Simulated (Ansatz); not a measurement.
```yaml
atoms:
  - { symbol: B, position_ang: [-0.0460, 0.7239, 0.0056] }
  - { symbol: O, position_ang: [-0.3369, -1.1694, 1.7725] }
  - { symbol: H, position_ang: [-1.2654, -1.3593, 1.5659] }
  - { symbol: H, position_ang: [0.8819, 0.2852, -0.6130] }
  - { symbol: H, position_ang: [-1.1802, 0.5463, -0.3442] }
  - { symbol: O, position_ang: [0.1799, 1.5647, 1.0787] }
  - { symbol: Al, position_ang: [1.1078, 2.6716, 1.9951] }
  - { symbol: H, position_ang: [1.1723, 2.3852, 3.5527] }
  - { symbol: H, position_ang: [1.7560, 3.9187, 1.2693] }
  - { symbol: H, position_ang: [-0.3675, -0.2727, 2.1822] }
```

Not at a stationary point (largest force 0.9 eV/Å).

Level of theory: Ansatz, RKS B3LYP-D4/6-31G*.

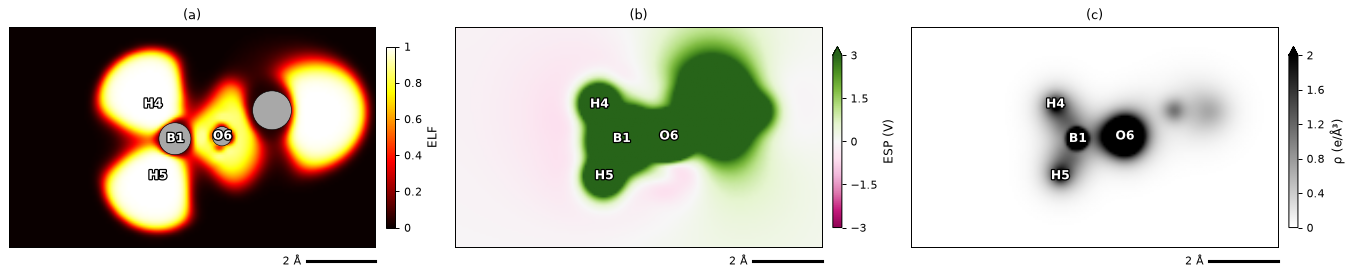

AlBH₄O···H₂O. (a) electron localisation function; (b) molecular electrostatic potential; (c) total electron density on the plane of atoms H4, B1 and H5. Grey discs cover the atomic cores in the ELF map.

Q: Interpret the plot.

A: The plane passes through B, H and O nuclei.
B–O (1.38 Å): ρ at the midpoint is about 1.9 e/Å³; the ELF peaks at about 0.90 between the atoms: a polar covalent bond.
B–H (1.20 Å): ρ is about 1.3 e/Å³ halfway; the ELF climbs to about 1 towards the hydrogen, as it does in any bond to H (an ordinary covalent bond to hydrogen).
The ELF also peaks beside O6, away from the bonds: lone-pair regions.
Outside the dense part of the complex the potential is most negative (−0.6 V) near H4.
